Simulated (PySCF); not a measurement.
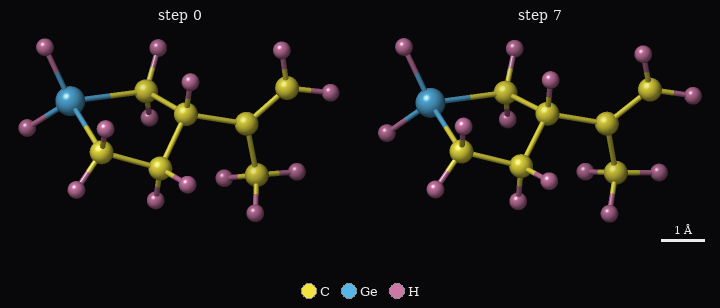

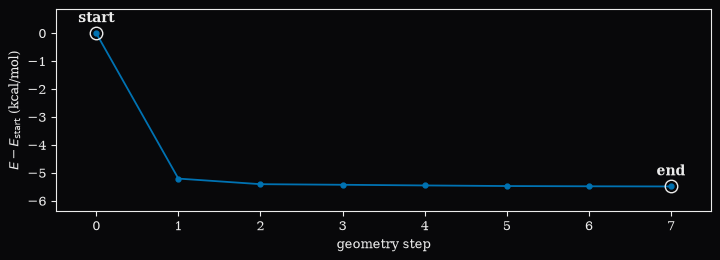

First and last geometry of a relaxation of C7H14Ge, with the history of the run. A ball-and-stick model, seen at a tilt.

The start comes from GFN2-xTB. Its atoms were then displaced at random by about 0.01 Å.

Method: PBE0-D3(BJ)/def2-SVP geometry optimisation, gas phase in PySCF. 

### What do the curves and the structures tell?

It converged. The energy falls by 5.48 kcal/mol in 7 geometry steps. The largest move after the best rigid fit is that of an H atom, 0.23 Å. Largest moves by element: H 0.23 Å, C 0.12 Å, Ge 0.04 Å. Near-neighbour distances that change, for instance: C–C 1.296 → 1.338 Å, Ge–H 1.505 → 1.542 Å, C–C 1.546 → 1.512 Å, C–H 1.068 → 1.099 Å. Bond angles that change, for instance: H–C–H 112.9° → 117.1°, H–C–H 110.0° → 106.5°, C–C–C 106.7° → 109.7°. Cost: 5.5 min on 1 thread of Arm Neoverse N1, with other jobs on the host.
